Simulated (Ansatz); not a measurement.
Nudged elastic band, with input and output: BSiNH₇F (part 2 of 2)

Continued. System: BSiNH₇F. Method: RKS B3LYP/6-31G* (Ansatz 0.2.0). It belongs to a series of runs on one base structure; here: band between the two ends.

Geometry of the input (Å):
```
B  0.1264  -0.3625  -0.0048
F  -0.8630  0.6169  -0.0035
H  1.2520  0.0535  0.2129
H  0.0432  -1.1830  -0.8960
N  -0.2248  -1.2746  1.4004
H  -1.0682  -1.8225  1.2214
Si 1.2017  -2.2726  1.9134
H  1.8252  -2.8287  0.6976
H  2.1007  -1.3689  2.6603
H  0.7189  -3.3659  2.7960
H  -0.4789  -0.5827  2.1099
```

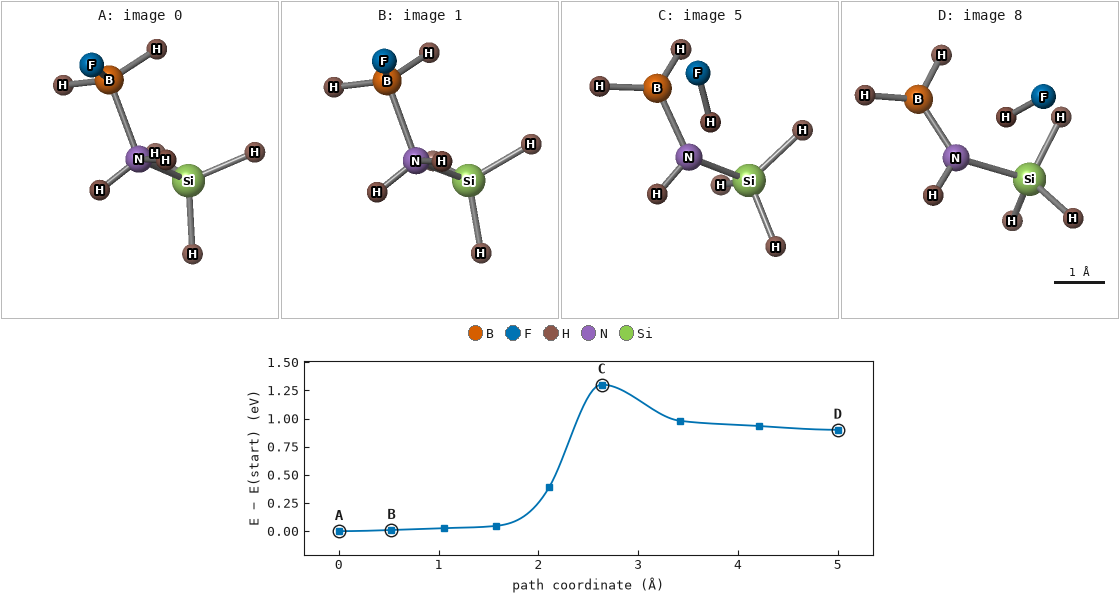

**Figure 1.** Images of the last band (counted from 0; ball-and-stick, seen at a tilt) above the energy along the path; the line is a cubic interpolation that uses the forces. The highest image is number 5, 1.302 eV above the start and 0.402 eV above the end (the climbing image); the end lies 0.900 eV above the start. The path is 5.00 Å long. The band converged in 30 iterations.

```
Total energy: -12875.52605089 eV, -473.1668550253 hartree
Atom 0 at     0.190632    -0.503116    -0.020893 Å, force     0.000707     0.000447     0.000230 eV/Å
Atom 1 at    -0.629821     0.666546     1.003210 Å, force     0.000518     0.000143     0.000418 eV/Å
Atom 2 at     1.319734    -0.115318    -0.067891 Å, force     0.000266     0.000246    -0.000503 eV/Å
Atom 3 at    -0.472563    -0.570596    -1.010727 Å, force    -0.000852     0.000187     0.000038 eV/Å
Atom 4 at    -0.103797    -1.555191     1.054309 Å, force    -0.001449    -0.001383     0.000360 eV/Å
Atom 5 at    -0.870476    -2.181106     0.815549 Å, force     0.000526     0.000135    -0.000563 eV/Å
Atom 6 at     1.193382    -2.306006     2.000808 Å, force    -0.001581     0.002386    -0.000345 eV/Å
Atom 7 at     2.072950    -3.166942     1.167539 Å, force     0.000467    -0.000553     0.000026 eV/Å
Atom 8 at     1.993645    -1.220163     2.612533 Å, force    -0.000215     0.000516    -0.000088 eV/Å
Atom 9 at     0.570429    -3.145369     3.058033 Å, force    -0.000207    -0.000184     0.000341 eV/Å
Atom 10 at    -0.630817    -0.293639     1.495132 Å, force     0.001820    -0.001939     0.000085 eV/Å
Dipole moment:    -0.120400    -0.466160     0.259069 e Å
this run last wrote the band of iteration 30 to [file]; this run last wrote the band within `neb.f_tol` of iteration 23 to [file]
```

The last band as extended XYZ (Å, eV, eV/Å):
```
11
Properties=species:S:1:pos:R:3:forces:R:3 image=0 energy=-12876.82753
B     0.1264   -0.3625   -0.0048   -0.0109   0.0300  -0.0094
F    -0.8630    0.6169   -0.0035    0.0261  -0.0274  -0.0007
H     1.2520    0.0535    0.2129   -0.0106  -0.0052  -0.0037
H     0.0432   -1.1830   -0.8960   -0.0019   0.0059   0.0206
N    -0.2248   -1.2746    1.4004   -0.0059  -0.0034  -0.0014
H    -1.0682   -1.8225    1.2214    0.0039   0.0005   0.0038
Si    1.2017   -2.2726    1.9134    0.0015   0.0028  -0.0027
H     1.8252   -2.8287    0.6976   -0.0012   0.0010   0.0022
H     2.1007   -1.3689    2.6603   -0.0025  -0.0033   0.0005
H     0.7189   -3.3659    2.7960    0.0005   0.0025  -0.0030
H    -0.4789   -0.5827    2.1099    0.0009  -0.0036  -0.0062
11
Properties=species:S:1:pos:R:3:forces:R:3 image=1 energy=-12876.81748
B     0.1353   -0.3420    0.0052   -0.0003  -0.0021   0.0005
F    -0.7140    0.7464    0.1795   -0.0101  -0.0051  -0.0120
H     1.3155   -0.0912    0.1778   -0.0019   0.0084   0.0068
H    -0.1066   -1.0418   -0.9546    0.0114  -0.0098   0.0014
N    -0.2543   -1.3552    1.3421   -0.0004   0.0047   0.0020
H    -1.0298   -1.9658    1.0818   -0.0040   0.0069   0.0077
Si    1.2102   -2.2413    1.9395    0.0004  -0.0020  -0.0018
H     1.8666   -2.8589    0.7711   -0.0017   0.0034  -0.0053
H     2.0560   -1.2449    2.6256    0.0014  -0.0054   0.0027
H     0.7732   -3.2913    2.8970   -0.0014  -0.0056  -0.0067
H    -0.6188   -0.7050    2.0427    0.0066   0.0065   0.0046
11
Properties=species:S:1:pos:R:3:forces:R:3 image=2 energy=-12876.80056
B     0.1521   -0.2946    0.0262    0.0009  -0.0036   0.0041
F    -0.5707    0.8330    0.4067   -0.0043  -0.0011  -0.0123
H     1.3590   -0.1754    0.1357    0.0006   0.0024   0.0074
H    -0.2235   -0.8309   -0.9931    0.0102  -0.0086  -0.0005
N    -0.2641   -1.4405    1.2596   -0.0030   0.0027   0.0014
H    -0.9403   -2.1058    0.8837   -0.0062   0.0048   0.0069
Si    1.2041   -2.2265    1.9729   -0.0008   0.0002  -0.0023
H     1.9420   -2.8696    0.8679   -0.0019   0.0062  -0.0074
H     1.9715   -1.1636    2.6502   -0.0004  -0.0020   0.0018
H     0.7673   -3.2528    2.9572    0.0029  -0.0050  -0.0063
H    -0.7642   -0.8643    1.9406    0.0020   0.0041   0.0071
11
Properties=species:S:1:pos:R:3:forces:R:3 image=3 energy=-12876.78053
B     0.1470   -0.2494    0.0194    0.0063   0.0031   0.0147
F    -0.5122    0.8296    0.6131    0.0335   0.0422  -0.0465
H     1.3582   -0.1595    0.0248    0.0162  -0.0278   0.0100
H    -0.3488   -0.6443   -1.0129    0.0156  -0.0124   0.0048
N    -0.2172   -1.5143    1.1567   -0.0263   0.0153   0.0009
H    -0.7976   -2.2196    0.7017    0.0036  -0.0020  -0.0106
Si    1.1989   -2.2227    2.0347    0.0026   0.0081  -0.0003
H     2.0348   -2.9387    1.0487   -0.0249   0.0298  -0.0323
H     1.9092   -1.1064    2.6873   -0.0052   0.0125   0.0000
H     0.6896   -3.1811    3.0517    0.0220  -0.0023   0.0011
H    -0.8286   -0.9845    1.7822   -0.0433  -0.0664   0.0583
11
Properties=species:S:1:pos:R:3:forces:R:3 image=4 energy=-12876.43972
B     0.1426   -0.2832    0.0172   -0.2049   0.6476   0.0753
F    -0.6094    0.6992    0.8092    0.3425   0.2541  -0.6884
H     1.3261   -0.0524    0.0011    0.0366  -0.0463  -0.0322
H    -0.3963   -0.5550   -1.0252    0.0546  -0.0476  -0.0026
N    -0.1476   -1.5233    1.0933   -0.1963   0.1750   0.2369
H    -0.8274   -2.1958    0.7351   -0.0354   0.1001   0.0124
Si    1.1973   -2.2866    2.0288   -0.0051   0.0500   0.0797
H     2.1043   -3.0660    1.1512   -0.1526   0.0925  -0.1058
H     1.9222   -1.1898    2.6953    0.0042   0.0402   0.0396
H     0.5766   -3.2041    3.0170    0.0279  -0.0116   0.0405
H    -0.6551   -0.7339    1.5846    0.1285  -1.2541   0.3446
11
Properties=species:S:1:pos:R:3:forces:R:3 image=5 energy=-12875.52582
B     0.1906   -0.5031   -0.0209    0.0007   0.0004   0.0002
F    -0.6298    0.6665    1.0032    0.0005   0.0001   0.0004
H     1.3197   -0.1153   -0.0679    0.0003   0.0002  -0.0005
H    -0.4726   -0.5706   -1.0107   -0.0009   0.0002   0.0000
N    -0.1038   -1.5552    1.0543   -0.0014  -0.0014   0.0004
H    -0.8705   -2.1811    0.8155    0.0005   0.0001  -0.0006
Si    1.1934   -2.3060    2.0008   -0.0016   0.0024  -0.0003
H     2.0730   -3.1669    1.1675    0.0005  -0.0006   0.0000
H     1.9936   -1.2202    2.6125   -0.0002   0.0005  -0.0001
H     0.5704   -3.1454    3.0580   -0.0002  -0.0002   0.0003
H    -0.6308   -0.2936    1.4951    0.0018  -0.0019   0.0001
11
Properties=species:S:1:pos:R:3:forces:R:3 image=6 energy=-12875.84804
B     0.2922   -0.7304   -0.1768    0.0401  -0.0522  -0.0577
F    -0.8527    0.8847    1.4874   -0.0400   0.0328   0.0802
H     1.3475   -0.1723   -0.1553   -0.0007  -0.0096  -0.0136
H    -0.5014   -0.5593   -1.0498   -0.0106   0.0067  -0.0015
N     0.0136   -1.6822    0.8487    0.0162  -0.0114  -0.0263
H    -0.8417   -2.2228    0.7478    0.0086  -0.0168  -0.0130
Si    1.2309   -2.3281    1.9642   -0.0006  -0.0014   0.0028
H     2.1815   -3.2292    1.2641    0.0132  -0.0156   0.0223
H     1.9731   -1.1997    2.5716   -0.0028   0.0047  -0.0117
H     0.5190   -3.1035    3.0134   -0.0125   0.0115  -0.0040
H    -0.7287   -0.0481    1.5923   -0.0110   0.0515   0.0224
11
Properties=species:S:1:pos:R:3:forces:R:3 image=7 energy=-12875.89371
B     0.3438   -0.7096   -0.2802   -0.0046  -0.0076  -0.0105
F    -0.8467    0.6503    2.0423    0.0052  -0.0372   0.0272
H     1.3617   -0.0929   -0.1922    0.0006   0.0054  -0.0048
H    -0.4449   -0.5158   -1.1560    0.0038   0.0011  -0.0115
N     0.0610   -1.6951    0.7012    0.0086   0.0046  -0.0074
H    -0.7674   -2.2668    0.5522   -0.0004   0.0001  -0.0167
Si    1.2007   -2.2679    1.9389    0.0049   0.0038   0.0084
H     2.1009   -3.3164    1.3914   -0.0081  -0.0101   0.0122
H     1.9975   -1.1164    2.4106    0.0019   0.0047  -0.0138
H     0.4034   -2.8531    3.0466   -0.0082   0.0231   0.0047
H    -0.7767   -0.2072    1.6526   -0.0036   0.0120   0.0122
11
Properties=species:S:1:pos:R:3:forces:R:3 image=8 energy=-12875.92742
B     0.3939   -0.7026   -0.3780    0.0012   0.0021  -0.0006
F    -0.8244    0.3225    2.4522   -0.0004  -0.0003   0.0043
H     1.3659   -0.0240   -0.2338   -0.0027  -0.0044  -0.0015
H    -0.3276   -0.5826   -1.3244    0.0012   0.0025   0.0032
N     0.0768   -1.6598    0.6176   -0.0071  -0.0053  -0.0041
H    -0.7191   -2.2633    0.4201    0.0050   0.0022   0.0053
Si    1.1471   -2.1868    1.9421    0.0055  -0.0041   0.0001
H     1.8977   -3.4041    1.5320   -0.0001   0.0045   0.0025
H     2.0803   -1.0784    2.2256   -0.0024  -0.0024   0.0019
H     0.3173   -2.5259    3.1229    0.0002   0.0018  -0.0053
H    -0.7746   -0.2859    1.7311   -0.0003   0.0033  -0.0059
```

Key numbers:

```tsv
quantity	value
outcome	converged
barrier, forward	1.302 eV
barrier, backward	0.402 eV
hardware	1 thread of AMD EPYC (Zen 3), 32 GiB of memory available, shared host
wall time	8.3 min
peak memory	0.17 GiB
```

Notes:

The order of the saddle point was not checked.
